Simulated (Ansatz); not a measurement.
# LuH2 (Fm-3m): from the cell to its phonons

Task: relax LuH2 (Fm-3m), then find its harmonic phonons.

Main program and level: Ansatz 0.2.0; DFT PBEsol, scalar-relativistic, plane waves, PAW; PAW set soft_1.

### 1. The structure

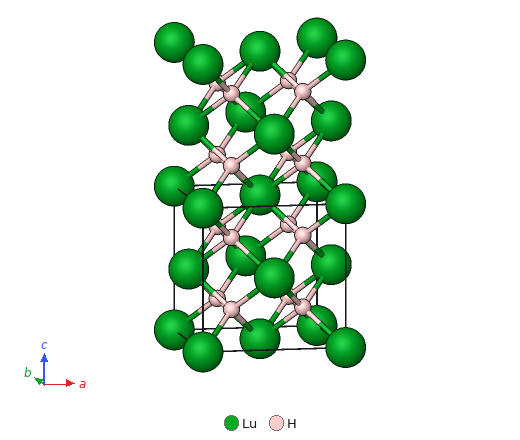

The starting structure, seen slightly off an axis (lutetium green, hydrogen pink). 1×1×2 cells are drawn. This picture shows the conventional cell, with its axes. Some periodic images of atoms are drawn too.

### 2. Relaxation

Harmonic phonons are second derivatives at a point where the forces vanish, and they are wanted at zero stress, so atoms and cell are relaxed first.

The input, input.yaml:

```yaml
crystal:
  lattice:
    - [0.0, 2.5165, 2.5165]
    - [2.5165, 0.0, 2.5165]
    - [2.5165, 2.5165, 0.0]
  atoms:
    - { symbol: Lu, position: [0.0, 0.0, 0.0] }
    - { symbol: H, position: [0.25, 0.25, 0.25] }
    - { symbol: H, position: [0.75, 0.75, 0.75] }
kpoints:
  mp_grid: { grid: [14, 14, 14] }
hamiltonian:
  xc: pbesol
  pseudopotentials: { kind: paw, azcp: { folder: soft_1 }, xc_functional: pbe }
scf:
  occupations: { method: gaussian, width: 0.1 }
output:
  forces: true
  stress: true
  eigenvalues: true
  write_density: true
  write_potential: true
  elf: true
  volumetric_format: npy
relax:
  adjacent_minimum: "off"
  f_tol: 0.005
  max_steps: 80
  cell: { stress_tol: 0.05 }
```

The run is started by

```
> ansatz run input.yaml --threads 4 --pin off --max-ram 10240MiB --backend cpu --events-out ev --progress --plain --runs-dir out
```

Numbers of over 12 decimals in the logs are rounded to 6 here.

Log:

```text
Engine: ansatz 0.2.0, aarch64-unknown-linux-gnu
Pseudopotentials: kind: paw
Pseudopotential: Lu, paw, valence charge 25, recommended cutoff 420 eV (normal), soft_1/Lu.paw.azcp
Pseudopotential: H, paw, valence charge 1, recommended cutoff 420 eV (normal), soft_1/H.paw.azcp
Functional definition: PBEsol
  exchange = pbesol_x
  correlation = pbesol_c
Crystal: 3 atoms, lattice volume = 31.873 Å³
Basis set: ecut = 420 eV, 609 PW (Γ), exchange–correlation on 48×48×48 points (8 copies of the dense FFT grid, shifted against one another)
Bands: 18, of which v1, the nominal top of the filled ones, is band 14 counted from 1 (13 counted from 0)
Symmetry: 48 space group operations
Space group: Fm-3m (ITA 225), of the structure as read, at distance tolerance 3.2e-5 Å
k-points: 104 of 2744
Non-local potential: Lu, projectors of the file, l = 0: 3, l = 1: 2, l = 2: 2, l = 3: 3
Non-local potential: H, projectors of the file, l = 0: 2, l = 1: 1
PAW form: soft (Blöchl's): semilocal exchange-correlation on the pseudo side does not see the compensation charge
PAW frozen core: Lu, regenerated for the run's functional, and the local potential with it (the file was generated under x = pbe(κ = 0.804, μ = 0.219515), c = pbe(β = 0.066725))
PAW one-centre angular grid: Lu, 590 points (default); XC on 64 Gauss nodes
PAW one-centre angular grid: H, 110 points (default); XC on 64 Gauss nodes
Initial density: superposition of atomic densities (chi_scale 0.1, normalization cell, long waves kept (reshape's long-wave potential 0.00 eV rms))
Initial wavefunctions: pseudopotential atomic-orbital guess
Functional: x = pbesol(κ = 0.804, μ = 0.123457), c = pbesol(β = 0.046)
SCF iter   1: F=—  HF=-14646.277419 eV  |F-HF|=—  |Δ(HF+E_count)|=         —  Δρ=8.61e-2  dr2=1.98e0  ethr=3.10e-3  ⟨swp⟩=5.4  Hψ=10978  notcnv=0
preconditioner: auto → Kerker (q_TF=auto, 2.654 Å⁻¹)  [metal: Δε(μ)=0.056 eV  Ē_g=13.057 eV  σ=0.100 eV  W_gap=0.30  n_scr=14 (ndim 8)  ℏωp=32.9 eV  f_vac=0.000  D(μ)=0.64/eV (n_scr^D=0)]
SCF iter   2: F=—  HF=-14645.814831 eV  |F-HF|=—  |Δ(HF+E_count)|=   4.63e-1  Δρ=3.79e-2  dr2=4.51e-1  ethr=3.10e-3  ⟨swp⟩=3.5  Hψ=5445  notcnv=0  defer=43
SCF iter   3: F=—  HF=-14645.645876 eV  |F-HF|=—  |Δ(HF+E_count)|=   1.69e-1  Δρ=2.67e-2  dr2=2.44e-1  ethr=1.67e-3  ⟨swp⟩=3.7  Hψ=5234  notcnv=0  defer=43
SCF iter   4: F=—  HF=-14645.542966 eV  |F-HF|=—  |Δ(HF+E_count)|=   1.03e-1  Δρ=8.16e-3  dr2=1.17e-2  ethr=9.04e-4  ⟨swp⟩=3.1  Hψ=5075  notcnv=0  defer=43
SCF iter   5: F=—  HF=-14645.551697 eV  |F-HF|=—  |Δ(HF+E_count)|=   8.73e-3  Δρ=3.17e-3  dr2=2.41e-3  ethr=4.35e-5  ⟨swp⟩=3.0  Hψ=6226  notcnv=0  defer=43
SCF iter   6: F=—  HF=-14645.549702 eV  |F-HF|=—  |Δ(HF+E_count)|=   2.00e-3  Δρ=5.10e-4  dr2=9.03e-5  ethr=8.92e-6  ⟨swp⟩=3.2  Hψ=4257  notcnv=0  defer=43
SCF iter   7: F=—  HF=-14645.549662 eV  |F-HF|=—  |Δ(HF+E_count)|=   3.96e-5  Δρ=1.91e-4  dr2=1.40e-5  ethr=3.34e-7  ⟨swp⟩=3.1  Hψ=4506  notcnv=0  defer=43
SCF iter   8: F=—  HF=-14645.549664 eV  |F-HF|=—  |Δ(HF+E_count)|=   1.84e-6  Δρ=5.62e-5  dr2=1.16e-6  ethr=5.20e-8  ⟨swp⟩=2.3  Hψ=3380  notcnv=0  defer=43
SCF iter   9: F=-14645.549664 eV  HF=-14645.549664 eV  |F-HF|=6.53e-8  |Δ(HF+E_count)|=   8.99e-8  Δρ=1.16e-5  dr2=2.55e-8  ethr=3.70e-10  ⟨swp⟩=15.9  Hψ=21750  notcnv=0
SCF 1 converged in 9 iterations: F = -14645.549664 eV  dr2 = 2.55e-8
  greatest PAW one-centre occupation: 0.998 electrons in one spin orbital (limit 2), on the Lu atom at site 0 (counted from 0), in its partial waves of l = 0
relax step   1: F+E_penalty+E_count = -14645.54966371 eV  Δ(F+E_penalty+E_count) = +0.000e0 eV  max|allowed force component| = 3.614e-20 eV/Å  Δτ_max = 0.0000 Å  P = -4.073 GPa  Ω = 31.873 Å³  (9 SCF iters, dr2 threshold 1.00e-7 eV, accepted)
Crystal: 3 atoms, lattice volume = 27.865 Å³
Basis set: ecut = 420 eV, 537 PW (Γ), exchange–correlation on 48×48×48 points (8 copies of the dense FFT grid, shifted against one another)
Initial density: handed on by an earlier stage of this run
Initial wavefunctions: those handed on with the density
iter 1 solved again at ethr=2.25e-4 eV; its pass at ethr=3.10e-3 eV (dr2=6.08e-2 eV) is discarded
SCF iter   1: F=—  HF=-14645.516634 eV  |F-HF|=—  |Δ(HF+E_count)|=         —  Δρ=1.69e-2  dr2=5.96e-2  ethr=2.25e-4  ⟨swp⟩=1.7  Hψ=16014  notcnv=0
preconditioner: auto → Kerker (q_TF=auto, 2.714 Å⁻¹)  [metal: Δε(μ)=0.063 eV  Ē_g=14.427 eV  σ=0.100 eV  W_gap=0.34  n_scr=14 (ndim 8)  ℏωp=35.2 eV  f_vac=0.000  D(μ)=0.67/eV (n_scr^D=0)]
SCF iter   2: F=—  HF=-14645.501764 eV  |F-HF|=—  |Δ(HF+E_count)|=   1.49e-2  Δρ=7.16e-3  dr2=1.28e-2  ethr=2.21e-4  ⟨swp⟩=4.0  Hψ=4889  notcnv=0
SCF iter   3: F=—  HF=-14645.496128 eV  |F-HF|=—  |Δ(HF+E_count)|=   5.64e-3  Δρ=5.67e-3  dr2=8.02e-3  ethr=4.76e-5  ⟨swp⟩=2.9  Hψ=4912  notcnv=0  defer=30
SCF iter   4: F=—  HF=-14645.492569 eV  |F-HF|=—  |Δ(HF+E_count)|=   3.56e-3  Δρ=1.57e-3  dr2=4.94e-4  ethr=2.97e-5  ⟨swp⟩=3.2  Hψ=4306  notcnv=0  defer=37
SCF iter   5: F=—  HF=-14645.492666 eV  |F-HF|=—  |Δ(HF+E_count)|=   9.63e-5  Δρ=4.66e-4  dr2=4.03e-5  ethr=1.83e-6  ⟨swp⟩=3.2  Hψ=4324  notcnv=0  defer=25
SCF iter   6: F=—  HF=-14645.492737 eV  |F-HF|=—  |Δ(HF+E_count)|=   7.19e-5  Δρ=1.66e-4  dr2=9.59e-6  ethr=1.49e-7  ⟨swp⟩=2.7  Hψ=3444  notcnv=0  defer=25
SCF iter   7: F=—  HF=-14645.492740 eV  |F-HF|=—  |Δ(HF+E_count)|=   2.41e-6  Δρ=4.61e-5  dr2=7.43e-7  ethr=3.55e-8  ⟨swp⟩=2.9  Hψ=3713  notcnv=0  defer=25
SCF iter   8: F=-14645.492740 eV  HF=-14645.492740 eV  |F-HF|=4.91e-9  |Δ(HF+E_count)|=   1.22e-7  Δρ=1.12e-5  dr2=2.62e-8  ethr=1.11e-9  ⟨swp⟩=16.3  Hψ=20990  notcnv=0
SCF 2 converged in 8 iterations: F = -14645.492740 eV  dr2 = 2.62e-8
  Residual-converged pass: ⟨swp⟩=1.0  Hψ=2290  notcnv=0  max |occ|·‖R‖ = 7.0e-9 eV (tolerance 1.0e-8 eV)  dr2=2.62e-8  dr2_onsite=3.45e-8  max |Δocc| = 8.9e-11
relax step   2: F+E_penalty+E_count = -14645.49273972 eV  Δ(F+E_penalty+E_count) = +5.692e-2 eV  max|allowed force component| = 2.867e-18 eV/Å  Δτ_max = 0.0000 Å  P = +10.422 GPa  Ω = 27.865 Å³  energy of the carried Pulay correction = +3.421e-3 eV  (8 SCF iters, dr2 threshold 3.00e-7 eV, rejected (line search))
Crystal: 3 atoms, lattice volume = 30.635 Å³
iter 1 solved again at ethr=1.37e-4 eV; its pass at ethr=3.10e-3 eV (dr2=3.69e-2 eV) is discarded
SCF iter   1: F=—  HF=-14645.583779 eV  |F-HF|=—  |Δ(HF+E_count)|=         —  Δρ=1.23e-2  dr2=3.69e-2  ethr=1.37e-4  ⟨swp⟩=2.0  Hψ=15392  notcnv=0
preconditioner: auto → Kerker (q_TF=auto, 2.671 Å⁻¹)  [metal: Δε(μ)=0.082 eV  Ē_g=14.561 eV  σ=0.100 eV  W_gap=0.43  n_scr=14 (ndim 8)  ℏωp=33.5 eV  f_vac=0.000  D(μ)=0.73/eV (n_scr^D=0)]
SCF iter   2: F=—  HF=-14645.574140 eV  |F-HF|=—  |Δ(HF+E_count)|=   9.64e-3  Δρ=5.34e-3  dr2=8.47e-3  ethr=1.37e-4  ⟨swp⟩=3.8  Hψ=4485  notcnv=0
SCF iter   3: F=—  HF=-14645.570673 eV  |F-HF|=—  |Δ(HF+E_count)|=   3.47e-3  Δρ=3.86e-3  dr2=4.49e-3  ethr=3.14e-5  ⟨swp⟩=2.6  Hψ=4358  notcnv=0
SCF iter   4: F=—  HF=-14645.568801 eV  |F-HF|=—  |Δ(HF+E_count)|=   1.87e-3  Δρ=1.17e-3  dr2=2.97e-4  ethr=1.66e-5  ⟨swp⟩=2.6  Hψ=3836  notcnv=0
SCF iter   5: F=—  HF=-14645.568843 eV  |F-HF|=—  |Δ(HF+E_count)|=   4.28e-5  Δρ=4.34e-4  dr2=3.35e-5  ethr=1.10e-6  ⟨swp⟩=3.0  Hψ=3875  notcnv=0  defer=5
SCF iter   6: F=—  HF=-14645.568892 eV  |F-HF|=—  |Δ(HF+E_count)|=   4.90e-5  Δρ=1.19e-4  dr2=6.15e-6  ethr=1.24e-7  ⟨swp⟩=2.4  Hψ=3282  notcnv=0  defer=10
SCF iter   7: F=—  HF=-14645.568895 eV  |F-HF|=—  |Δ(HF+E_count)|=   2.08e-6  Δρ=3.26e-5  dr2=3.39e-7  ethr=2.28e-8  ⟨swp⟩=3.5  Hψ=4266  notcnv=0  defer=10
SCF iter   8: F=—  HF=-14645.568895 eV  |F-HF|=—  |Δ(HF+E_count)|=   4.95e-7  Δρ=7.13e-6  dr2=1.38e-8  ethr=1.26e-9  ⟨swp⟩=2.3  Hψ=3243  notcnv=0  defer=10
SCF iter   9: F=—  HF=-14645.568895 eV  |F-HF|=—  |Δ(HF+E_count)|=   1.15e-9  Δρ=7.98e-7  dr2=1.36e-10  ethr=5.09e-11  ⟨swp⟩=2.1  Hψ=3205  notcnv=0  defer=10
SCF iter  10: F=-14645.568895 eV  HF=-14645.568895 eV  |F-HF|=3.64e-12  |Δ(HF+E_count)|=  1.35e-10  Δρ=1.77e-7  dr2=5.00e-12  ethr=1.00e-12  ⟨swp⟩=12.7  Hψ=15606  notcnv=0
SCF 3 converged in 10 iterations: F = -14645.568895 eV  dr2 = 5.00e-12
relax step   3: F+E_penalty+E_count = -14645.56889505 eV  Δ(F+E_penalty+E_count) = -1.923e-2 eV  max|allowed force component| = 1.440e-18 eV/Å  Δτ_max = 0.0000 Å  P = -0.530 GPa  Ω = 30.635 Å³  energy of the carried Pulay correction = +1.010e-3 eV  (10 SCF iters, accepted)
[...]
relax step   4: F+E_penalty+E_count = -14645.56930598 eV  Δ(F+E_penalty+E_count) = -4.109e-4 eV  max|allowed force component| = 9.396e-19 eV/Å  Δτ_max = 0.0000 Å  P = -0.015 GPa  Ω = 30.473 Å³  energy of the carried Pulay correction = +1.145e-3 eV  (5 SCF iters, dr2 threshold 3.00e-7 eV, accepted)
Initial wavefunctions: pseudopotential atomic-orbital guess (no wavefunctions were taken with the density)
iter 1 solved again at ethr=1.89e-8 eV; its pass at ethr=3.10e-3 eV (dr2=5.12e-6 eV) is discarded
SCF iter   1: F=—  HF=-14645.568189 eV  |F-HF|=—  |Δ(HF+E_count)|=         —  Δρ=1.02e-4  dr2=5.07e-7  ethr=1.89e-8  ⟨swp⟩=5.9  Hψ=20309  notcnv=0
preconditioner: auto → Kerker (q_TF=auto, 2.674 Å⁻¹)  [metal: Δε(μ)=0.079 eV  Ē_g=14.399 eV  σ=0.100 eV  W_gap=0.42  n_scr=14 (ndim 8)  ℏωp=33.6 eV  f_vac=0.000  D(μ)=0.71/eV (n_scr^D=0)]
SCF iter   2: F=—  HF=-14645.568194 eV  |F-HF|=—  |Δ(HF+E_count)|=   5.00e-6  Δρ=7.29e-5  dr2=5.79e-7  ethr=1.88e-9  ⟨swp⟩=3.6  Hψ=4500  notcnv=0
SCF iter   3: F=—  HF=-14645.568194 eV  |F-HF|=—  |Δ(HF+E_count)|=   2.68e-7  Δρ=2.86e-5  dr2=5.78e-8  ethr=1.88e-9  ⟨swp⟩=3.0  Hψ=3960  notcnv=0
SCF iter   4: F=—  HF=-14645.568194 eV  |F-HF|=—  |Δ(HF+E_count)|=   2.84e-8  Δρ=6.12e-6  dr2=4.28e-9  ethr=2.14e-10  ⟨swp⟩=3.3  Hψ=4393  notcnv=0
SCF iter   5: F=—  HF=-14645.568194 eV  |F-HF|=—  |Δ(HF+E_count)|=   1.62e-8  Δρ=1.79e-6  dr2=7.38e-10  ethr=1.59e-11  ⟨swp⟩=3.3  Hψ=4176  notcnv=0
SCF iter   6: F=—  HF=-14645.568194 eV  |F-HF|=—  |Δ(HF+E_count)|=  3.57e-10  Δρ=5.45e-7  dr2=1.38e-10  ethr=2.73e-12  ⟨swp⟩=2.2  Hψ=3277  notcnv=0
SCF iter   7: F=-14645.568194 eV  HF=-14645.568194 eV  |F-HF|=1.27e-11  |Δ(HF+E_count)|=  2.36e-11  Δρ=1.91e-7  dr2=1.59e-11  ethr=1.00e-12  ⟨swp⟩=9.2  Hψ=12822  notcnv=0
SCF 5 converged in 7 iterations: F = -14645.568194 eV  dr2 = 1.59e-11
relax step   5: F+E_penalty+E_count = -14645.56819415 eV  Δ(F+E_penalty+E_count) = +1.112e-3 eV  max|allowed force component| = 8.433e-19 eV/Å  Δτ_max = 0.0000 Å  P = -0.026 GPa  Ω = 30.473 Å³  stress off target by 2.61e-2 GPa  SCF on the basis re-selected at this cell (its energy is not comparable with the rows above)  (7 SCF iters)
basis re-selected at this cell: Δ(F+E_penalty+E_count) = +1.112e-3 eV, ΔP = -0.011 GPa vs the last step (what re-selecting the basis moved, of the pressure what is left beyond the Pulay correction that the steps carried, after the strain that the cell walked since its last selection, with what the two solves' SCF thresholds leave and, on support functions, any second-order correction that the steps lacked; it is no m [...]
SCF converged after 7 iterations
Free energy (F): -14645.568194 eV
Harris-Foulkes:  -14645.568194 eV  (|F-HF|=1.27e-11)
Internal energy: -14645.564645 eV  (E = F + TS)
E sigma→0 (E₀):  -14645.566420 eV
Entropy (-TS):   -0.003549 eV (-1.183 meV/atom)
Fermi energy:    13.759903 eV
--- Per-component energies (eV) ---
  E_band       = 11.193834
  E_kinetic    = 449.964459
  E_local      = -6800.049493  (includes V_loc(G=0)·N_el)
  E_nonlocal   = 684.421437
  E_hartree    = 2840.373272
  E_xc         = -226.283595
  E_vxc        = -278.198802  (∫ρ·V_xc dr)
  E_paw        = -7301.200067  (= ΣΔE_a)
  E_vpaw       = 274.311808  (= ΣTr[D̂ρ^β])
  E_aug_tail   = -0.001990  (compensation charges beyond the density's cutoff)
  E_ewald      = -4293.980553
  E_core_change = 1.191885  (= ΣΔE_core)
  E_smearing   = -0.003549  (= −TS)
  E_closure    = 0.000000  (closes the sum)
  Σ components = -14645.568194   (vs F -14645.568194, Δ=0.00e0)
--- Forces (eV/Å), atoms counted from 1 ---
  atom   1  Lu    -0.00000000     0.00000000    -0.00000000
  atom   2  H      0.00000000    -0.00000000     0.00000000
  atom   3  H      0.00000000     0.00000000    -0.00000000
  max |Σ_I F_I| component: 2.89e-19 eV/Å
--- Stress (GPa, compression-positive) ---
       -0.026125      -0.000000      -0.000000
       -0.000000      -0.026125      -0.000000
       -0.000000       0.000000      -0.026125
  P = ⅓ Tr σ = -0.0261 GPa (-0.261 kbar)
--- Band table (eV; the first three rows and the last of 104) ---
  k-point 0: bands = [... 10 lower, 9.0785, 9.0785, 13.4622, 15.1892, 15.1892, 15.1892, 18.1629, 18.1629]
  k-point 1: bands = [... 10 lower, 9.0739, 9.0786, 12.8204, 15.2608, 15.2608, 15.9790, 18.0725, 18.0725]
  k-point 2: bands = [... 10 lower, 9.0618, 9.0790, 11.8753, 15.4363, 15.4363, 17.3238, 17.8951, 17.8951]
  k-point 103: bands = [... 10 lower, 9.0416, 9.2811, 9.4944, 12.5325, 15.7834, 20.1050, 20.4831, 20.6153]
--- Relaxed structure (4 steps of the walk, 3 accepted, 1 SCFs on fresh bases) ---
  F+E_penalty+E_count = -14645.56819415 eV   max|allowed force component| = 8.433e-19 eV/Å   (the final SCF, on the basis selected at the relaxed cell)
  cell:  # Å, volume = 30.4730 Å³
    - [0, 2.479106, 2.479106]
    - [2.479106, 0, 2.479106]
    - [2.479106, 2.479106, 0]
  atoms:
    - { symbol: Lu, position: [0, 0, 0] }
    - { symbol: H, position: [0.25, 0.25, 0.25] }
    - { symbol: H, position: [0.750000, 0.750000, 0.750000] }
```

Wall time 7.2 s (4 threads of Arm Neoverse V1, shared host); peak memory 0.38 GiB.

Step by step:

| step | energy less that of the first step (eV) | largest force component (eV/Å) | pressure (GPa) | volume (Å³) |
| --- | --- | --- | --- | --- |
| 1 | 0.0000 | 0.0000 | -4.07 | 31.87 |
| 2 | 0.0569 | 0.0000 | 10.42 | 27.87 |
| 3 | -0.0192 | 0.0000 | -0.53 | 30.63 |
| 4 | -0.0196 | 0.0000 | -0.02 | 30.47 |
| 5* | -0.0185 | 0.0000 | -0.03 | 30.47 |

Relaxation steps marked * repeat the geometry before them on a plane-wave basis chosen anew for their cell, so energy and pressure can jump there. Relaxation step 2 was tried and not accepted.

The run keeps the 48 symmetry operations that it works with, so distortions that break them were not tested.

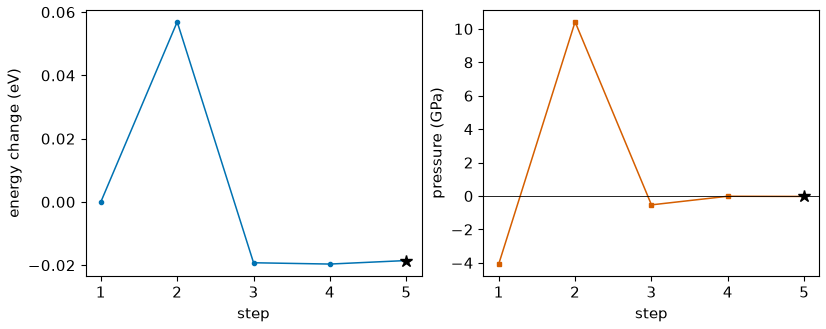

Energy and pressure along the relaxation. Stars mark steps on a basis chosen anew.

| conventional cell, symmetrised | before | after | change |
| --- | --- | --- | --- |
| a (Å) | 5.033 | 4.958 | -1.5 % |
| b (Å) | 5.033 | 4.958 | -1.5 % |
| c (Å) | 5.033 | 4.958 | -1.5 % |
| volume (Å³/atom) | 10.62 | 10.16 | -4.4 % |

The relaxed structure:

```cif
data_structure
_symmetry_space_group_name_H-M 'P 1'
_symmetry_Int_Tables_number 1
_cell_length_a 3.5060
_cell_length_b 3.5060
_cell_length_c 3.5060
_cell_angle_alpha 60.000
_cell_angle_beta 60.000
_cell_angle_gamma 60.000
_cell_volume 30.47
loop_
_atom_site_label
_atom_site_type_symbol
_atom_site_fract_x
_atom_site_fract_y
_atom_site_fract_z
_atom_site_occupancy
Lu1 Lu 0.00000 0.00000 0.00000 1
H2 H 0.25000 0.25000 0.25000 1
H3 H 0.75000 0.75000 0.75000 1
```

Numbers from this step:

| Property | Result |
| --- | --- |
| pressure | -0.02612 GPa |
| volume per atom | 10.16 Å³ |
| gap on the k-mesh | 0 eV |

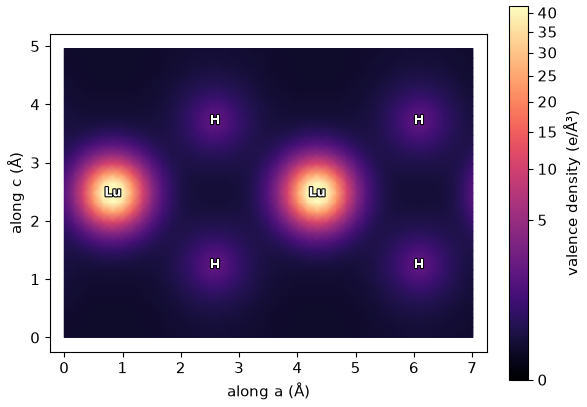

Valence density in the ac plane of a cell with a along [110], b along [-110] and c along [001] of the cube at fractional y = 0.000, with atoms of Lu and H within 0.2 Å of it. It is the smooth field of the valence electrons, not physical close to the nuclei. The map starts off the cell's origin, so that atoms lie inside it. The colour scale is stretched toward low values.

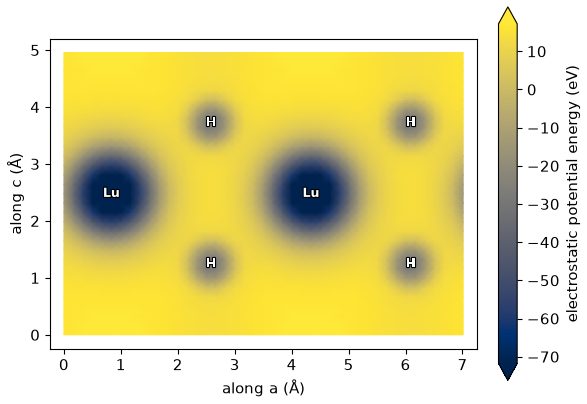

Electrostatic potential energy in the ac plane of a cell with a along [110], b along [-110] and c along [001] of the cube at fractional y = 0.000, with atoms of Lu and H within 0.2 Å of it. With pseudopotentials it is smooth inside the atoms' cores, unlike the true potential. The map starts off the cell's origin, so that atoms lie inside it.

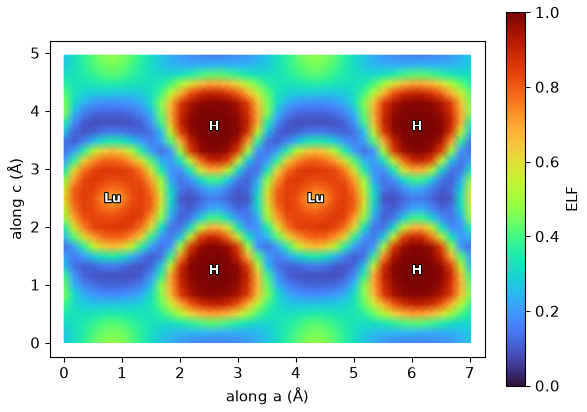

ELF in the ac plane of a cell with a along [110], b along [-110] and c along [001] of the cube at fractional y = 0.000, with atoms of Lu and H within 0.2 Å of it. It is the smooth field of the valence electrons, not physical close to the nuclei. The map starts off the cell's origin, so that atoms lie inside it.

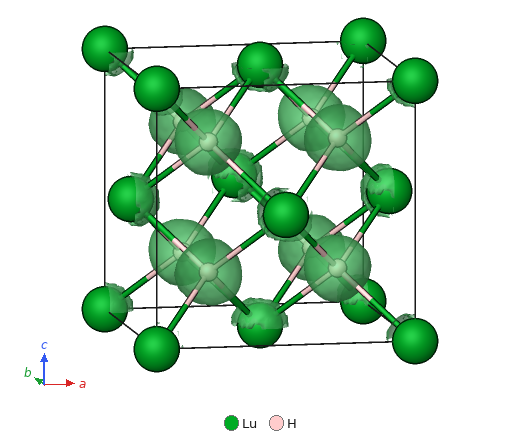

Surface of ELF = 0.85.

In this step the volume went from 10.62 to 10.16 Å³/atom.

[end of part 1 of 2]

[Logs are printed without paths, hosts, clocks, repeated set-up lines and the standing remarks that a program may print on its own settings, such as how far it seeks lower states.]

[Hosts, paths, dates, database ids (printed as entryN), source tags and the programs' standing remarks are cut or masked in the printed files.]
